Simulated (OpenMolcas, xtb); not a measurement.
# How methods differ on AlCNClOF (SMILES O=C=[N][Al]([F])[Cl])

AlCNClOF: 6 atoms, total charge 0, spin state singlet. As SMILES, `O=C=[N][Al]([F])[Cl]`. The shape is that of a PBE0-D4/def2-TZVP optimisation. This is one conformer, not always the lowest.

Each level gives the vertical energy of the triplet above the singlet (eV). The values are calculated.

| level | kind | program | value (eV) | CPU time (all runs) |
| --- | --- | --- | --- | --- |
| GFN0-xTB | semi-empirical | xtb | 5.05 | under 2 s |
| HF/cc-pVDZ | Hartree–Fock | OpenMolcas | 6.38 | 60 s |
| SVWN5/cc-pVDZ | LDA | OpenMolcas | 5.99 | 2.2 min |
| PBE/cc-pVDZ | GGA | OpenMolcas | 5.84 | 2.9 min |
| M06-L/cc-pVDZ | meta-GGA | OpenMolcas | 6.30 | 4 min |
| TPSS/cc-pVDZ | meta-GGA | OpenMolcas | 5.91 | 4.6 min |
| r2SCAN/cc-pVDZ | meta-GGA | OpenMolcas | 6.09 | 3.8 min |
| PBE0/cc-pVDZ | global hybrid | OpenMolcas | 6.29 | 2.1 min |

The values span 5.05 to 6.38 eV. Spin contamination of the reference (⟨S²⟩ at least 0.1 too high) touches HF/cc-pVDZ. The xTB rows lack spin polarisation, so open shells miss the exchange term that lowers them. CPU times are rough (shared hosts, several kinds of processor): they show what a rung costs within a factor of a few.

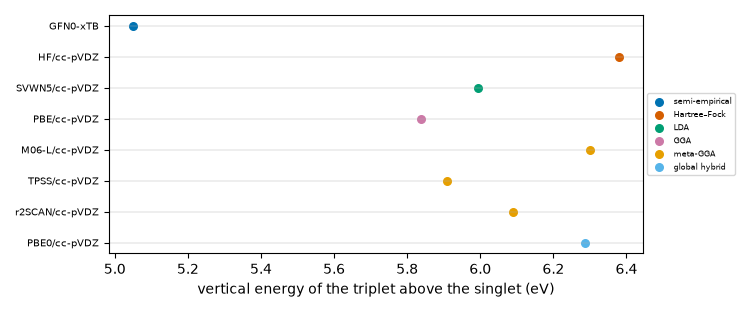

The values of the table, level by level.
